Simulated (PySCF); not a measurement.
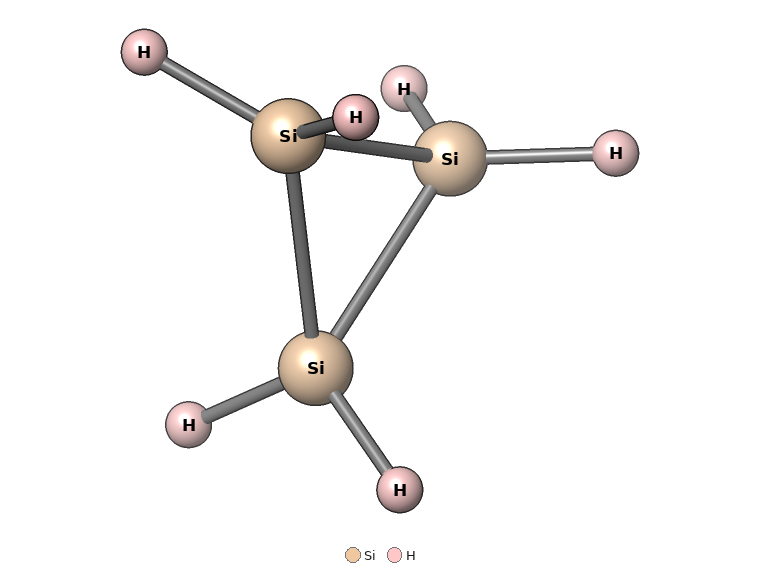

Atoms fade into the background with distance from the viewer. Computed geometry: PBE0-D3(BJ)/def2-SVP optimisation. No frequency run is at hand to confirm it as a minimum.

List the symmetry elements and name the point group.

Answer. It has 1 C3 axis, 3 C2 axes, 1 S3 axis and 4 mirror planes, so the point group is D3h. The group has 12 operations. The geometry is achiral, and symmetry forbids a dipole moment.
